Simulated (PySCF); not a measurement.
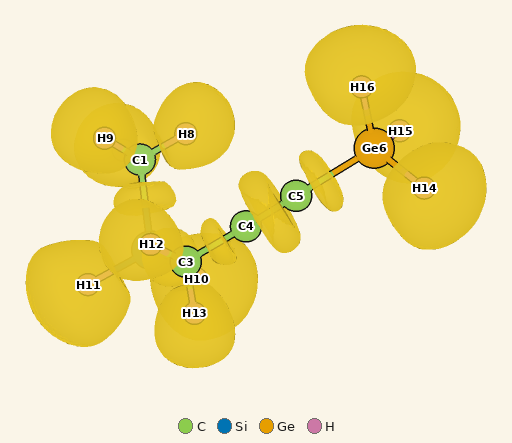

Figure. C₄H₁₀GeSi (SMILES C[SiH2]CC#[C][GeH3]). Isosurface of the electron localisation function at 0.8 (yellow), seen at a tilt. Core shells and regions of very low density are left out.

Geometry: GFN2-xTB.

Computed with PBE0/def2-SVPD, SCF density, gas phase (PySCF).

Input

```
{"job": {"kind": "uv", "xc": "PBE0", "basis": "def2-SVPD", "nstates": 8, "ntriplets": 3}, "charge": 0, "multiplicity": 1}
C     -2.169438     0.660458     0.711350
Si    -1.913521    -0.299518    -0.902425
C     -0.419300    -1.483238    -0.675343
C      0.764690    -0.763182    -0.287841
C      1.736062    -0.127589     0.045611
Ge     3.253951     0.852195     0.569838
H     -2.966027     1.392143     0.615019
H     -1.262370     1.190152     0.991449
H     -2.429706    -0.002351     1.532609
H     -1.628771     0.613658    -2.014743
H     -3.083390    -1.131727    -1.218141
H     -0.644283    -2.229508     0.090162
H     -0.223262    -2.018630    -1.606168
H      4.456044     0.373769    -0.174917
H      3.038884     2.301636     0.276090
H      3.482837     0.680676     2.036040
```

Command:

```sh
OMP_NUM_THREADS=1 python probes_run.py task.json out
```

### What do the ELF domains correspond to?

The surface consists of two regions between bonded C–C atoms (shared pairs), two regions between bonded C–Si atoms (shared pairs), ten regions around hydrogen nuclei and one lobe of the valence shell of C pointing towards Ge (polar bonds).

Values along the shortest contacts:
C–C (1.21 Å): the ELF peaks at about 0.85 between the atoms: a multiple bond. C–Ge (1.88 Å): the ELF peaks at about 0.95 in the valence shell of C, 0.7 Å from its nucleus, and is about 0.60 at the midpoint.
